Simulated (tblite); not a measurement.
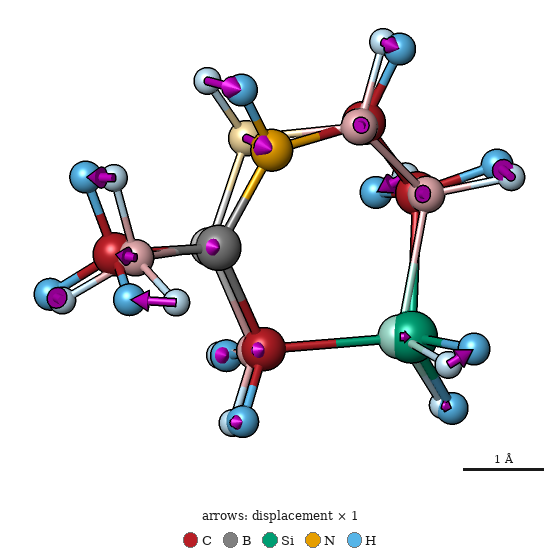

A relaxation of C₄H₁₁BNSi (multiplicity 2). The starting structure is drawn faded, the final one solid; purple arrows show the displacements, at their true length. The two geometries are superimposed by the best rigid fit.

Style: ball-and-stick. Shown at a tilt.

These are results of GFN2-xTB geometry optimisation, gas phase in tblite, not measurements. 

### What did the optimiser do to the structure, and how much energy did it gain?

An H atom moves most after the best rigid fit: 0.78 Å. By element the largest moves are H 0.78 Å, N 0.74 Å, C 0.32 Å, B 0.23 Å, Si 0.15 Å. Near-neighbour distances that change, for instance: B–N 1.536 → 1.409 Å, C–N 1.462 → 1.369 Å, C–C 1.532 → 1.471 Å, C–Si 1.864 → 1.921 Å. Among the angles between lasting bonds that change: B–N–C 108.9° → 130.5°, C–C–H 108.8° → 120.5°, C–C–N 112.0° → 122.5°. The energy falls by 30.5 kcal/mol in 99 geometry steps. The run took 0.68 s on 1 thread of Arm Neoverse V1 (shared host).
